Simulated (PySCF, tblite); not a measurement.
# C5H9FSSi: geometry, infrared bands and NMR shifts

What infrared bands and NMR shifts should C5H9FSSi (`C=C/C=C(/[SiH2]F)SC`) show?

Computed with tblite 0.8.0 and PySCF 2.14.0, with density-fitted response routines of our own, on a single molecule in the gas phase. Atoms count from 0, in the outputs and in this text.

## Step 1: Starting geometry

17 atoms, charge 0, multiplicity 1; geometry from: force field or distance geometry start.

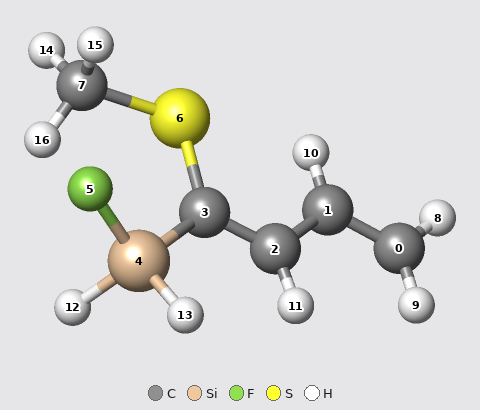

The starting geometry (carbon grey, silicon light orange, fluorine green, sulfur yellow, hydrogen white), atoms numbered.

## Step 2: Optimising the geometry with GFN2-xTB

What the job is given:

```
{"job": {"kind": "relax", "xc": "GFN2-xTB", "basis": "xTB"}, "charge": 0, "multiplicity": 1}
C      3.436800    -0.419200     0.381900
C      2.205900     0.144200     0.303000
C      1.050600    -0.764700     0.352500
C     -0.172900    -0.240400     0.273800
Si    -1.621300    -1.376500     0.335600
F     -2.912400    -0.647500     1.140100
S     -0.311900     1.530600     0.146900
C     -2.083900     1.901900     0.084800
H      4.280700     0.277500     0.354300
H      3.558800    -1.488100     0.467800
H      2.082100     1.213600     0.230300
H      1.238400    -1.824500     0.432300
H     -2.109900    -1.614100    -1.041500
H     -1.298100    -2.647900     0.981000
H     -2.260200     2.830300    -0.535300
H     -2.421900     2.071200     1.139800
H     -2.667900     1.065900    -0.407700
```

Command:

```
> OMP_NUM_THREADS=1 python probes_run.py task.json out
```

One launch serves the whole session: the jobs run in the order shown.

**Question.** This job is followed by: GFN2-xTB harmonic vibrations, gas phase; GIAO PBE0/pcSseg-1 NMR shielding, non-relativistic, gas phase. Predict these results of the whole session: strongest single infrared mode (GFN2-xTB); zero-point energy (GFN2-xTB); ¹³C shifts against TMS (PBE0/pcSseg-1); ¹H shifts against TMS (PBE0/pcSseg-1, means over atoms taken as alike); ²⁹Si shifts against TMS (PBE0/pcSseg-1); ¹⁹F shifts against CFCl3 (PBE0/pcSseg-1); ³³S shifts against CS2 (PBE0/pcSseg-1).

As calculated:

| quantity | value |
| --- | --- |
| strongest single infrared mode (GFN2-xTB) | 772 cm⁻¹, 300 km/mol |
| zero-point energy (GFN2-xTB) | 75.9 kcal/mol |
| ¹³C shifts against TMS (PBE0/pcSseg-1) | 147.1, 143.8, 139.5, 128.5, 19.7 ppm |
| ¹H shifts against TMS (PBE0/pcSseg-1, means over atoms taken as alike) | 7.23, 6.32, 5.68, 5.52, 5.31, 2.60 ppm |
| ²⁹Si shifts against TMS (PBE0/pcSseg-1) | -0.1 ppm |
| ¹⁹F shifts against CFCl3 (PBE0/pcSseg-1) | -206.6 ppm |
| ³³S shifts against CS2 (PBE0/pcSseg-1) | 37 ppm |

In words: Relaxing lowered the energy by 0.493 eV in 85 steps; the close pair that moved most is Si4–F5, from 1.687 to 1.615 Å. No mode is imaginary among the 45: a minimum at this level. The strongest single mode, at 772 cm⁻¹, moves mainly H12 and H13. Unscaled tight-binding wavenumbers are off by several per cent, some by more. Its intensities can rank the bands wrongly. At PBE0/pcSseg-1: The widest tensor belongs to S6: span 416 ppm, with a paramagnetic part of -592 ppm.
